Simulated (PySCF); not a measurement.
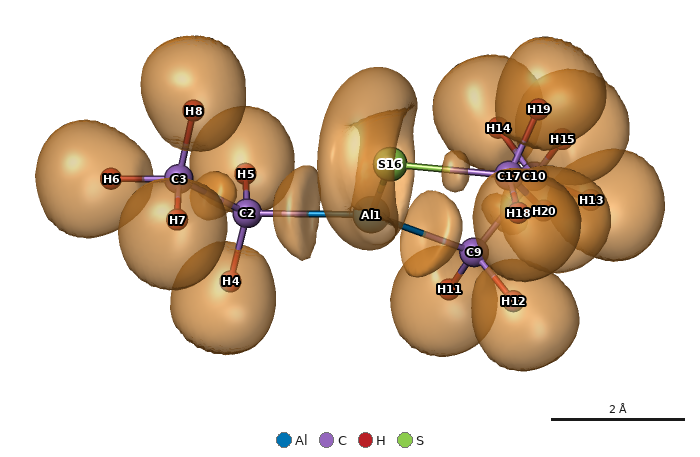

*C₅H₁₃AlS (AlEt2(SMe)). Isosurface of the ELF at 0.85 (orange), seen from one side. Only the valence region is drawn (cores and ρ < 0.01 e/Å³ removed).*

Geometry: PBE0-D3(BJ)/def2-SVP.

These are results of PBE0/pcSseg-1 Al:pcSseg-2, SCF density, gas phase, non-relativistic in PySCF 2.14.0, not measurements.

Input

```
{"job": {"kind": "nmr", "xc": "PBE0", "basis": {"default": "pcSseg-1", "Al": "pcSseg-2"}}, "charge": 0, "multiplicity": 1}
Al     0.398406     0.116823     0.130930
C      2.225247     0.198209    -0.581253
C      3.008185    -1.114171    -0.590273
H      2.772030     0.972299    -0.009380
H      2.155177     0.615504    -1.604348
H      4.016243    -0.998448    -1.022484
H      3.135339    -1.519546     0.426147
H      2.492968    -1.893358    -1.174015
C     -0.862774     1.625958     0.231712
C     -2.012693     1.560404    -0.779636
H     -0.289052     2.559281     0.088408
H     -1.269982     1.693272     1.257392
H     -2.690208     2.426859    -0.698360
H     -1.646450     1.540303    -1.819263
H     -2.629661     0.656871    -0.645757
S     -0.222516    -1.880588     0.777726
C     -1.916302    -1.659168     1.424117
H     -1.961198    -2.072597     2.440918
H     -2.622663    -2.210005     0.787882
H     -2.217696    -0.603763     1.458846
```

Launched as:

```sh
OMP_NUM_THREADS=1 python probes_run.py task.json out
```

**Where are the electrons localised?**

The surface consists of two regions between bonded Al–C atoms (shared pairs), two regions between bonded C–C atoms (shared pairs), one region between bonded C–S atoms (shared pairs), 13 regions around hydrogen nuclei and one region on S in which the atom's valence shell and bonds are merged. Profiles from the grid: C–C (1.53 Å): the ELF peaks at about 0.95 between the atoms (a covalent bond). C–S (1.83 Å): the ELF peaks at about 0.90 between the atoms, as expected for localised, covalent bonding.
